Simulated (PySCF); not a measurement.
Consider CN (doublet).

```xyz
2

C     0.0000    0.0000   -0.6290
N     0.0000    0.0000    0.5390
```

Method: PySCF 2.14.0, PBE0/def2-SVPD, non-relativistic Hamiltonian with scalar-relativistic core potentials where named, at a bond length of 1.168 Å.

**What can the converged electron density, electron localisation function and spin density tell about the bonding?**

C–N (1.17 Å): the density is about 3.2 e/Å³ at the midpoint; the ELF peaks at about 0.80 between the atoms; a short, multiple covalent bond.
The unpaired spin (1 electron) lies mostly on C1 (about 0.9) and N2 (about 0.1), in electrons by Hirshfeld's partition.

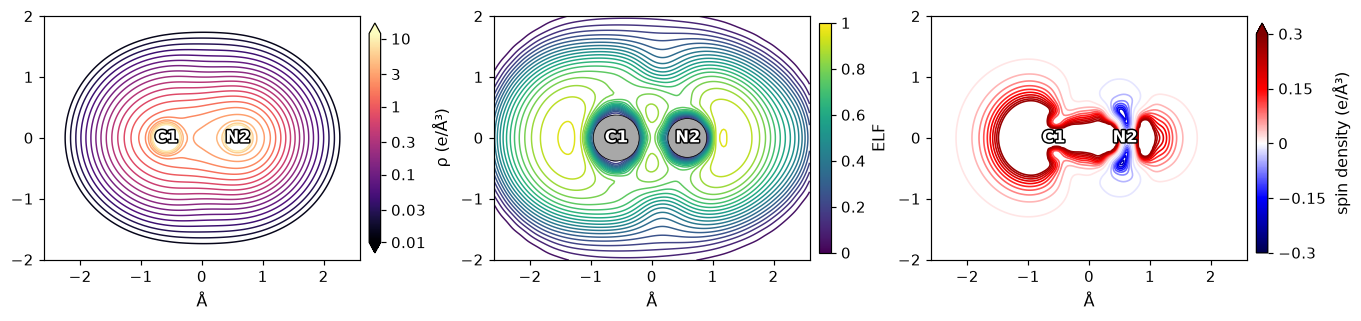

Computed electron density, electron localisation function and spin density on a plane that holds the molecular axis, in this order. Grey discs cover the atomic cores in the ELF map. 
